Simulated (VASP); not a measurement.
Band structure of HgI₂ (space group Cmc2_1). Level of theory: PBEsol GGA, VASP's PBE PAW potentials (set 64) (plane waves; VASP).

Without a dispersion term in the relaxation, distances and binding between the weakly bound layers, chains or molecules are unreliable, and so is what depends on them. Unless said otherwise, spin-orbit coupling is left out, though it shifts the bands of the heavy elements here.

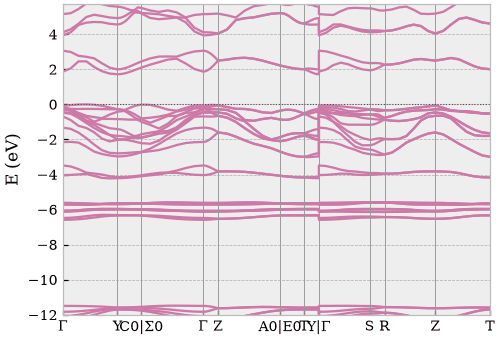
Figure: Bands along high-symmetry lines, zero at the valence-band maximum or, without a gap, the Fermi level

### Question
Read the plot: is there a gap, and where are the band edges?

### Answer
The gap is indirect, 1.72 eV, from the valence maximum at Γ-Y at 0.43 to the conduction minimum at Y. (Edges off the drawn lines would not show.)

The structure comes from a computed database's HgI2 entry (Cmc2_1); how it stands against other phases isn't given here. It was relaxed first, which changed the volume by -11 %.
